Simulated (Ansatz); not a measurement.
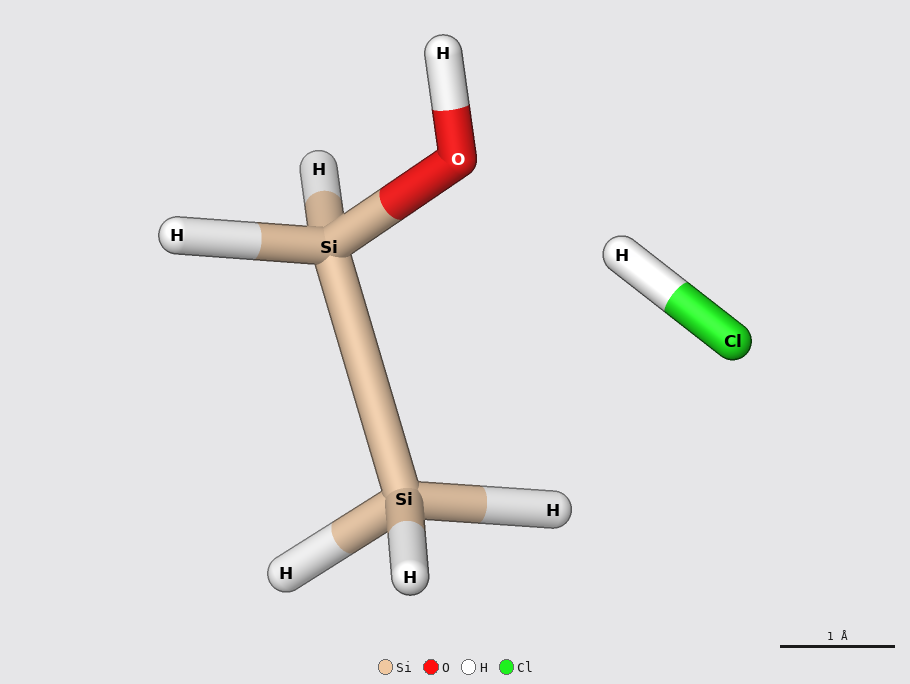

The picture shows the input geometry.

Input file:

```yaml
crystal:
  periodic: [false, false, false]
  atoms:
    - {symbol: Si, position_ang: [-0.593740, -0.099498, -1.042213]}
    - {symbol: O, position_ang: [-0.655647, 1.442960, -0.400697]}
    - {symbol: H, position_ang: [-1.977292, -0.628449, -1.204405]}
    - {symbol: H, position_ang: [0.023285, -0.051301, -2.397657]}
    - {symbol: Si, position_ang: [0.658326, -1.437877, 0.412290]}
    - {symbol: H, position_ang: [0.147097, 1.880192, 1.149572]}
    - {symbol: Cl, position_ang: [0.783898, 2.015517, 2.277500]}
    - {symbol: H, position_ang: [-1.136740, 2.115253, -0.886790]}
    - {symbol: H, position_ang: [0.685958, -2.799835, -0.189569]}
    - {symbol: H, position_ang: [2.047459, -0.929103, 0.532660]}
    - {symbol: H, position_ang: [0.017493, -1.507859, 1.749309]}
basis:
  gaussian: {orbitals: def2-TZVPP}
correlation: {method: ccsd_t}
```

Command:

```sh
ansatz run in.yaml --threads 3 --pin off --events-out ev --progress --plain --max-ram 6092MiB
```

Output:

```
Functional definition: HF
  name "HF"
  cite "Fock, Z. Phys. 61, 126 (1930) doi:10.1007/BF01340294"
  parent pbe
  exchange = exact_x
  correlation = 0
1463 factors; integrals over basis functions are off by at most 1.1e-3 eV
mean field evaluation 1: about -30375.9874 eV, gradient 3.5e1 eV
mean field evaluation 2: about -30376.2094 eV, gradient 3.5e1 eV
mean field evaluation 4: about -30379.1678 eV, gradient 3.8e0 eV
mean field evaluation 8: about -30379.2357 eV, gradient 2.6e-1 eV
mean field evaluation 16: about -30379.2361 eV, gradient 1.6e-6 eV
mean field -30379.23607658 eV, -1116.4163340287 hartree, gradient 1.6e-6 eV, S^2 0.000000; 0 other end points of the search recorded, 0 dependent functions left out
16 core orbitals not correlated: weight in the atoms' cores, before any rotation towards them, 1.000 or more for the frozen orbitals, at most 0.000 for the correlated occupied ones
reference -30379.23607658 eV, -1116.4163340287 hartree; 14, 14 occupied and 225, 225 virtual orbitals, 1463 factors
second order -19.27201588 eV of doubles, -0.00000000 eV of singles
cycle   1  -20.37387262 eV  change    -1.1e0 eV  update   9.6e-2
cycle   2  -20.93126852 eV  change   -5.6e-1 eV  update   3.0e-2
cycle   3  -21.01921477 eV  change   -8.8e-2 eV  update   1.3e-2
cycle   4  -21.00940390 eV  change    9.8e-3 eV  update   3.3e-3
cycle   5  -21.00882062 eV  change    5.8e-4 eV  update   1.2e-3
cycle   6  -21.00868476 eV  change    1.4e-4 eV  update   3.4e-4
cycle   7  -21.00851037 eV  change    1.7e-4 eV  update   1.0e-4
cycle   8  -21.00852996 eV  change   -2.0e-5 eV  update   3.3e-5
perturbative correction -0.72456210 eV, -0.0266271661 hartree
Total energy: -30400.96916864 eV, -1117.2150104306 hartree
```
